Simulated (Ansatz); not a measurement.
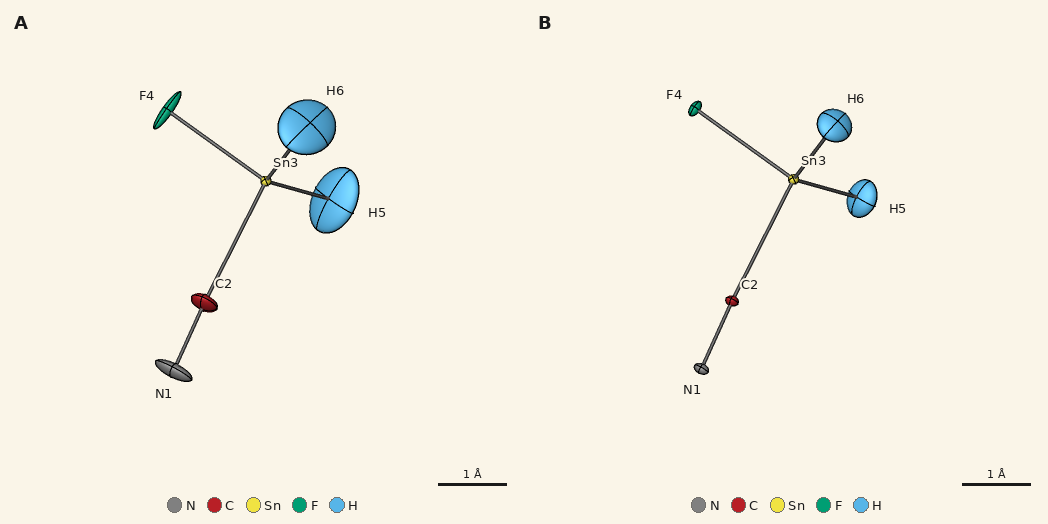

Displacement ellipsoids at the 50 % level, from the internal vibrations of the free molecule (harmonic, no overall translation or rotation; no half-axis is drawn under 0.075 Å). Vibrations computed with RKS PBE0-D4/def2-TZVP, core potentials on Sn (Ansatz 0.2.0). One panel is for 100 K, the other for 900 K.

> Which panel is for 900 K?

A.

> How much does the mean-square displacement of F4 grow, and why?

U_eq goes from 0.0027 to 0.0175 Å², a factor of 6.5. Modes below kT (626 cm⁻¹ at 900 K) grow about in proportion to T, and the lowest lies at 113 cm⁻¹; the mean-square amplitude of a mode is its zero-point value times coth(ħω/2kT), which comes close to 1 only above about 3kT.
